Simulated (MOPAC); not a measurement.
C2H3F2: geometry relaxation (part 2 of 2)

The same run, continued: C2H3F2, multiplicity 4, SMILES F[CH]CF; PM7, unrestricted, dispersion built in (MOPAC 23.2.5). The starting geometry was optimised with PM7.

Geometry of the input (Å):
```
F  -0.9228  1.4931  -0.5648
C  -0.7844  0.2279  -0.2460
C  0.5684  -0.1836  0.1821
F  0.5520  -1.5107  0.4781
H  -1.6536  -0.4008  -0.3194
H  0.9079  0.3808  1.0914
H  1.3326  -0.0067  -0.6213
```

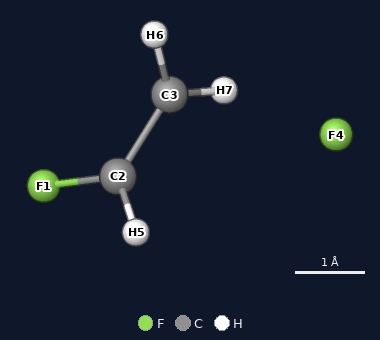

The geometry at step 19 of the log (ball-and-stick view, seen at a tilt; atoms are numbered from 1 in the order of the input).

Trajectory as extended XYZ, continued
```
7
Properties=species:S:1:pos:R:3:forces:R:3 step=6 energy=1.23923
F    -1.0781    1.6356   -0.6257   -0.1257  -1.2499   0.1512
C    -0.7870    0.3612   -0.3115    2.0162   2.3004   0.2885
C     0.6219    0.2769    0.0945   -1.4763  -0.3211  -0.4820
F     0.6363   -2.1695    0.6534   -0.0094  -0.3574   0.0748
H    -1.5710   -0.3199   -0.2835   -0.3862  -0.5728   0.0061
H     0.9248    0.4237    1.1083   -0.0605   0.1123  -0.0525
H     1.3656    0.0613   -0.6429    0.0419   0.0885   0.0137
7
Properties=species:S:1:pos:R:3:forces:R:3 step=7 energy=1.12194
F    -1.0970    1.6338   -0.6426   -0.2429   0.0214  -0.0777
C    -0.7641    0.4064   -0.2925    0.1723   0.3039   0.0737
C     0.6104    0.2847    0.0900   -0.2026  -0.1761  -0.0611
F     0.6443   -2.2141    0.6600   -0.0067  -0.2793   0.0582
H    -1.5646   -0.3223   -0.2875    0.3178   0.0325   0.0253
H     0.9246    0.4338    1.1043   -0.0191   0.0593  -0.0448
H     1.3675    0.0717   -0.6400   -0.0188   0.0383   0.0264
7
Properties=species:S:1:pos:R:3:forces:R:3 step=9 energy=1.06667
F    -1.1566    1.6724   -0.6811    0.0059   0.2110  -0.0339
C    -0.7500    0.4879   -0.2879   -0.3709  -0.3103  -0.0253
C     0.6098    0.3320    0.0857    0.4867   0.0339  -0.0999
F     0.6769   -2.3750    0.6967   -0.0017  -0.1137   0.0235
H    -1.5074   -0.2919   -0.2718    0.1803   0.0910  -0.0017
H     0.9289    0.4631    1.1045   -0.0168   0.0159  -0.1179
H     1.3762    0.0991   -0.6490   -0.2835   0.0723   0.2553
7
Properties=species:S:1:pos:R:3:forces:R:3 step=10 energy=1.05790
F    -1.1847    1.6943   -0.6973    0.2024  -0.1044   0.1054
C    -0.7501    0.5207   -0.2879   -0.1464  -0.1222  -0.0927
C     0.6191    0.3626    0.0772   -0.2400   0.1929   0.0322
F     0.6920   -2.4572    0.7163   -0.0007  -0.0730   0.0154
H    -1.4808   -0.2788   -0.2646    0.0471   0.0679  -0.0149
H     0.9294    0.4767    1.0908    0.0461   0.0777   0.1621
H     1.3740    0.1149   -0.6279    0.0915  -0.0389  -0.2075
7
Properties=species:S:1:pos:R:3:forces:R:3 step=11 energy=1.05308
F    -1.1829    1.6941   -0.6934    0.0987   0.0523   0.0263
C    -0.7515    0.5189   -0.2939    0.0075  -0.1189   0.0153
C     0.6173    0.3718    0.0767   -0.0437   0.0423  -0.0435
F     0.6924   -2.4644    0.7194   -0.0006  -0.0687   0.0145
H    -1.4794   -0.2763   -0.2662   -0.0268  -0.0225  -0.0250
H     0.9293    0.4798    1.0941    0.0118   0.0810   0.0449
H     1.3738    0.1157   -0.6376   -0.0470   0.0345  -0.0325
7
Properties=species:S:1:pos:R:3:forces:R:3 step=12 energy=1.05087
F    -1.1851    1.6983   -0.6927    0.0726   0.0385   0.0218
C    -0.7524    0.5219   -0.2973    0.0485  -0.0629   0.0246
C     0.6173    0.3840    0.0742    0.0030  -0.0354  -0.0296
F     0.6951   -2.4840    0.7255   -0.0003  -0.0605   0.0128
H    -1.4763   -0.2755   -0.2701   -0.0438  -0.0300  -0.0258
H     0.9288    0.4877    1.0947   -0.0022   0.0833  -0.0310
H     1.3720    0.1214   -0.6438   -0.0778   0.0671   0.0273
7
Properties=species:S:1:pos:R:3:forces:R:3 step=13 energy=1.04754
F    -1.1893    1.7078   -0.6893    0.0190   0.0271   0.0026
C    -0.7538    0.5283   -0.3059    0.0828   0.0092   0.0561
C     0.6163    0.4056    0.0687    0.0379  -0.1297  -0.0364
F     0.7012   -2.5246    0.7391    0.0002  -0.0464   0.0101
H    -1.4701   -0.2739   -0.2809   -0.0719  -0.0348  -0.0332
H     0.9275    0.5089    1.0901   -0.0054   0.0843  -0.0637
H     1.3670    0.1374   -0.6533   -0.0627   0.0902   0.0645
7
Properties=species:S:1:pos:R:3:forces:R:3 step=14 energy=1.04387
F    -1.1954    1.7210   -0.6861   -0.0127  -0.0188  -0.0001
C    -0.7555    0.5388   -0.3138    0.0574   0.0659   0.0468
C     0.6149    0.4286    0.0609    0.0452  -0.1487   0.0057
F     0.7099   -2.5784    0.7572    0.0007  -0.0327   0.0073
H    -1.4625   -0.2715   -0.2998   -0.0867  -0.0135  -0.0315
H     0.9259    0.5414    1.0821    0.0002   0.0647  -0.0889
H     1.3609    0.1628   -0.6645   -0.0041   0.0832   0.0606
7
Properties=species:S:1:pos:R:3:forces:R:3 step=15 energy=1.04013
F    -1.2037    1.7381   -0.6828   -0.0378  -0.0378  -0.0070
C    -0.7580    0.5544   -0.3217    0.0051   0.0488   0.0234
C     0.6128    0.4539    0.0514    0.0249  -0.0993   0.0148
F     0.7216   -2.6480    0.7805    0.0008  -0.0212   0.0049
H    -1.4541   -0.2666   -0.3282   -0.0868   0.0256  -0.0205
H     0.9246    0.5872    1.0682    0.0249   0.0306  -0.0477
H     1.3550    0.1989   -0.6777    0.0688   0.0532   0.0321
7
Properties=species:S:1:pos:R:3:forces:R:3 step=16 energy=1.03822
F    -1.2108    1.7501   -0.6820   -0.0355  -0.0314  -0.0069
C    -0.7600    0.5670   -0.3252   -0.0222   0.0033  -0.0068
C     0.6116    0.4697    0.0448    0.0014  -0.0224   0.0222
F     0.7304   -2.6983    0.7970    0.0008  -0.0158   0.0037
H    -1.4497   -0.2600   -0.3498   -0.0795   0.0402  -0.0038
H     0.9251    0.6210    1.0576    0.0370   0.0006  -0.0153
H     1.3536    0.2265   -0.6860    0.0980   0.0256   0.0069
7
Properties=species:S:1:pos:R:3:forces:R:3 step=17 energy=1.03715
F    -1.2167    1.7586   -0.6818   -0.0239  -0.0190  -0.0069
C    -0.7615    0.5764   -0.3281   -0.0179  -0.0254  -0.0186
C     0.6112    0.4815    0.0403   -0.0207   0.0240  -0.0017
F     0.7368   -2.7354    0.8089    0.0007  -0.0128   0.0030
H    -1.4485   -0.2528   -0.3640   -0.0657   0.0365   0.0097
H     0.9269    0.6445    1.0495    0.0374  -0.0152   0.0176
H     1.3554    0.2471   -0.6908    0.0901   0.0118  -0.0031
7
Properties=species:S:1:pos:R:3:forces:R:3 step=18 energy=1.03616
F    -1.2242    1.7676   -0.6822   -0.0012  -0.0133  -0.0035
C    -0.7627    0.5865   -0.3321   -0.0026  -0.0302  -0.0245
C     0.6112    0.4958    0.0352   -0.0334   0.0544  -0.0156
F     0.7436   -2.7764    0.8218    0.0005  -0.0102   0.0024
H    -1.4489   -0.2431   -0.3755   -0.0444   0.0208   0.0229
H     0.9298    0.6671    1.0420    0.0198  -0.0263   0.0290
H     1.3597    0.2693   -0.6944    0.0614   0.0048  -0.0106
7
Properties=species:S:1:pos:R:3:forces:R:3 step=19 energy=1.03531
F    -1.2325    1.7764   -0.6830    0.0212  -0.0114  -0.0024
C    -0.7633    0.5966   -0.3377    0.0145  -0.0165  -0.0147
C     0.6115    0.5126    0.0300   -0.0306   0.0500  -0.0296
F     0.7503   -2.8181    0.8345    0.0002  -0.0081   0.0018
H    -1.4501   -0.2327   -0.3815   -0.0175   0.0038   0.0295
H     0.9330    0.6859    1.0359   -0.0083  -0.0260   0.0290
H     1.3656    0.2905   -0.6967    0.0205   0.0081  -0.0136
7
Properties=species:S:1:pos:R:3:forces:R:3 step=20 energy=1.03475
F    -1.2397    1.7832   -0.6846    0.0339  -0.0123  -0.0033
C    -0.7633    0.6051   -0.3427    0.0185   0.0019  -0.0005
C     0.6120    0.5281    0.0256   -0.0108   0.0230  -0.0201
F     0.7557   -2.8524    0.8445    0.0000  -0.0066   0.0014
H    -1.4504   -0.2245   -0.3810    0.0027  -0.0049   0.0283
H     0.9348    0.6977    1.0327   -0.0343  -0.0188   0.0087
H     1.3702    0.3070   -0.6982   -0.0101   0.0177  -0.0145
7
Properties=species:S:1:pos:R:3:forces:R:3 step=21 energy=1.03436
F    -1.2450    1.7884   -0.6865    0.0335  -0.0094  -0.0067
C    -0.7631    0.6121   -0.3464    0.0132   0.0097   0.0112
C     0.6123    0.5415    0.0221    0.0114  -0.0077  -0.0074
F     0.7598   -2.8801    0.8522   -0.0001  -0.0055   0.0011
H    -1.4493   -0.2188   -0.3776    0.0120  -0.0048   0.0228
H     0.9347    0.7056    1.0310   -0.0453  -0.0095  -0.0092
H     1.3727    0.3203   -0.7003   -0.0247   0.0272  -0.0120
7
Properties=species:S:1:pos:R:3:forces:R:3 step=22 energy=1.03395
F    -1.2512    1.7952   -0.6895    0.0263  -0.0050  -0.0105
C    -0.7631    0.6213   -0.3501    0.0031   0.0123   0.0193
C     0.6125    0.5582    0.0177    0.0315  -0.0341   0.0083
F     0.7653   -2.9160    0.8621   -0.0003  -0.0042   0.0008
H    -1.4466   -0.2121   -0.3730    0.0136  -0.0021   0.0145
H     0.9331    0.7168    1.0287   -0.0450  -0.0009  -0.0252
H     1.3740    0.3392   -0.7044   -0.0293   0.0339  -0.0072
7
Properties=species:S:1:pos:R:3:forces:R:3 step=24 energy=1.03296
F    -1.2705    1.8208   -0.7014   -0.0037   0.0040  -0.0128
C    -0.7654    0.6555   -0.3588   -0.0077  -0.0006   0.0087
C     0.6123    0.6152    0.0022    0.0230  -0.0317   0.0164
F     0.7861   -3.0505    0.8993   -0.0010   0.0006  -0.0005
H    -1.4358   -0.1884   -0.3648   -0.0052   0.0022  -0.0046
H     0.9240    0.7697    1.0160    0.0081   0.0041  -0.0173
H     1.3743    0.4206   -0.7258   -0.0137   0.0215   0.0101
7
Properties=species:S:1:pos:R:3:forces:R:3 step=25 energy=1.03286
F    -1.2691    1.8198   -0.7015   -0.0030   0.0060  -0.0105
C    -0.7658    0.6542   -0.3575   -0.0020  -0.0047   0.0022
C     0.6122    0.6123    0.0029    0.0099  -0.0133   0.0119
F     0.7854   -3.0459    0.8979   -0.0009   0.0005  -0.0004
H    -1.4368   -0.1890   -0.3656   -0.0078  -0.0009  -0.0018
H     0.9242    0.7695    1.0158    0.0120  -0.0012  -0.0067
H     1.3738    0.4207   -0.7258   -0.0082   0.0135   0.0053
7
Properties=species:S:1:pos:R:3:forces:R:3 step=26 energy=1.03280
F    -1.2639    1.8145   -0.7011    0.0033   0.0003  -0.0042
C    -0.7661    0.6473   -0.3535   -0.0008  -0.0065  -0.0040
C     0.6120    0.6001    0.0065   -0.0148   0.0168  -0.0018
F     0.7815   -3.0208    0.8904   -0.0008  -0.0004  -0.0002
H    -1.4413   -0.1928   -0.3643    0.0007  -0.0012   0.0026
H     0.9258    0.7610    1.0177    0.0127  -0.0082   0.0102
H     1.3729    0.4131   -0.7235   -0.0003  -0.0009  -0.0025
7
Properties=species:S:1:pos:R:3:forces:R:3 step=27 energy=1.03277
F    -1.2652    1.8158   -0.7020    0.0021   0.0008  -0.0048
C    -0.7661    0.6493   -0.3541   -0.0017  -0.0042  -0.0018
C     0.6121    0.6038    0.0056   -0.0089   0.0082   0.0024
F     0.7826   -3.0284    0.8923   -0.0009  -0.0001  -0.0003
H    -1.4405   -0.1913   -0.3629   -0.0001  -0.0010   0.0003
H     0.9255    0.7629    1.0174    0.0121  -0.0052   0.0047
H     1.3731    0.4169   -0.7244   -0.0026   0.0016  -0.0005
7
Properties=species:S:1:pos:R:3:forces:R:3 step=28 energy=1.03275
F    -1.2651    1.8154   -0.7037   -0.0002   0.0003  -0.0032
C    -0.7663    0.6495   -0.3532   -0.0013  -0.0007  -0.0011
C     0.6121    0.6049    0.0059   -0.0016  -0.0010   0.0076
F     0.7826   -3.0290    0.8919   -0.0009  -0.0001  -0.0003
H    -1.4409   -0.1909   -0.3590    0.0004  -0.0002  -0.0019
H     0.9262    0.7608    1.0182    0.0086  -0.0008  -0.0020
H     1.3730    0.4185   -0.7246   -0.0050   0.0026   0.0009
7
Properties=species:S:1:pos:R:3:forces:R:3 step=29 energy=1.03274
F    -1.2644    1.8146   -0.7042   -0.0002  -0.0012  -0.0016
C    -0.7664    0.6488   -0.3524   -0.0006   0.0011  -0.0006
C     0.6120    0.6037    0.0066   -0.0002  -0.0020   0.0043
F     0.7821   -3.0260    0.8908   -0.0008  -0.0002  -0.0003
H    -1.4415   -0.1913   -0.3577    0.0012   0.0003  -0.0020
H     0.9270    0.7590    1.0187    0.0060   0.0003  -0.0009
H     1.3726    0.4179   -0.7244   -0.0053   0.0016   0.0011
7
Properties=species:S:1:pos:R:3:forces:R:3 step=30 energy=1.03273
F    -1.2631    1.8131   -0.7049    0.0002  -0.0032   0.0012
C    -0.7666    0.6472   -0.3509    0.0011   0.0036   0.0004
C     0.6118    0.6012    0.0081    0.0012   0.0002  -0.0006
F     0.7811   -3.0199    0.8887   -0.0008  -0.0004  -0.0002
H    -1.4424   -0.1923   -0.3568    0.0013   0.0001  -0.0008
H     0.9289    0.7561    1.0194   -0.0005   0.0006   0.0003
H     1.3716    0.4160   -0.7240   -0.0024  -0.0009  -0.0003
7
Properties=species:S:1:pos:R:3:forces:R:3 step=31 energy=1.03273
F    -1.2638    1.8140   -0.7049   -0.0001  -0.0021   0.0006
C    -0.7666    0.6482   -0.3513    0.0007   0.0019   0.0003
C     0.6118    0.6027    0.0075    0.0004   0.0003  -0.0007
F     0.7817   -3.0237    0.8899   -0.0008  -0.0003  -0.0002
H    -1.4419   -0.1918   -0.3576    0.0013   0.0003  -0.0006
H     0.9287    0.7579    1.0189    0.0005   0.0004   0.0006
H     1.3716    0.4175   -0.7245   -0.0020  -0.0004   0.0001
```

Key numbers

| quantity | value |
| --- | --- |
| outcome | converged |
| heat of formation | 23.82 kcal/mol |
| basis functions | 19 |
| largest force | 0.002 eV/Å |
| ⟨S²⟩ | 3.751 |
| dipole moment | 1.53 D |
| peak memory | 0.12 GiB |

Notes

MOPAC's energies along a path are heats of formation.
